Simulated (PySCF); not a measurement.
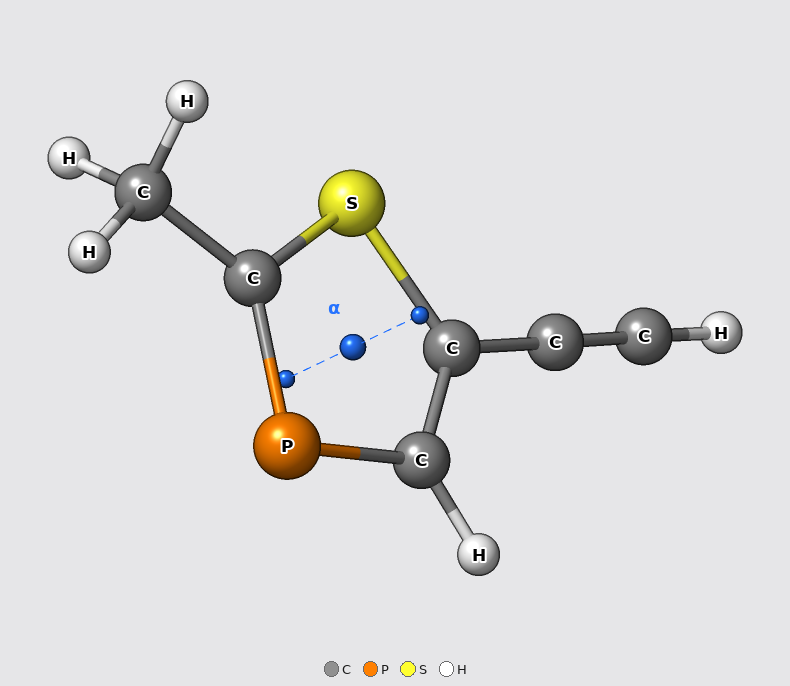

The small points mark where nucleus-independent chemical shifts (NICS) were computed: at the centre of each lettered ring and 1 Å above and below it. The geometry was computed by an optimisation with GFN2-xTB. No frequency run is at hand to confirm it as a minimum. Method: GIAO PBE0/pcSseg-1 NMR shielding, non-relativistic, gas phase (PySCF 2.14.0).

Give NICS(0), NICS(1) and the out-of-plane component NICS(1)zz for each ring (means of the two sides).

| ring | members | NICS(0) | NICS(1) | NICS(1)zz |
| --- | --- | --- | --- | --- |
| α | C3PS | −10.5 | −10.4 | −21.8 |

Values in ppm.

Question. What do the values say about the ring currents?

Answer. Ring α: diatropic, as in an aromatic ring. NICS is one index among several.

The geometry is semi-empirical. Around P such bond lengths and angles can be off by a tenth of an ångström or more and by several degrees, and values that hang on the shape move with them.
